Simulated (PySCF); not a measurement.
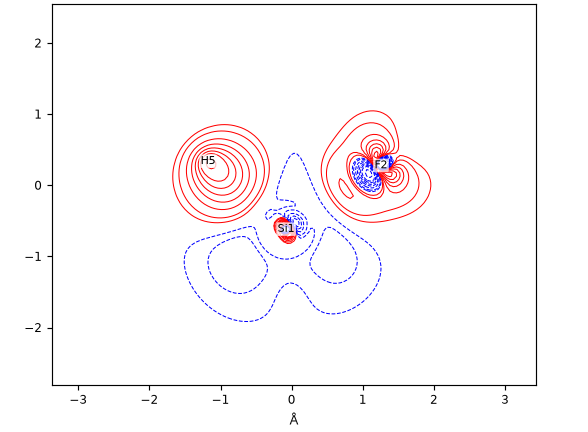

FH3Si. Deformation density (molecule less spherical, spin-averaged free atoms) in the plane of Si1, F2 and H5; contours at ±0.05 to ±0.8 e/Å³; solid red lines: gain, dashed blue lines: loss.

Method: PBE0/def2-SVP; geometry: GFN2-xTB; program: PySCF. No frequency check shows the geometry to be a minimum.

### How much density has each bond in this plane gained at its critical point, relative to the free atoms?

Si1–H5: +0.20 e/Å³ at the bond critical point (bond length 1.45 Å, Mayer order 0.9). Si1–F2: −0.02 e/Å³ at the bond critical point (bond length 1.61 Å, Mayer order 1.0); up to 0.6 Å beside the axis the gain reaches +0.20 e/Å³. In all, 1.2 electrons gather in the regions of gain relative to the promolecule. A small or negative value marks a very polar bond, one between electron-rich atoms, whose free-atom densities already overlap strongly, a long bond to a heavier atom, or a closed-shell contact such as a hydrogen bond.

### Where do the Hirshfeld charges lie?

The highest Hirshfeld charge is on Si1 (+0.42 e), the lowest on F2 (−0.20 e).

Cost of the run: 7.1 s on 1 thread of Intel(R) Xeon(R) Processor @ 2.50GHz (Skylake/Cascade Lake), on a shared host, peak memory 0.23 GiB.
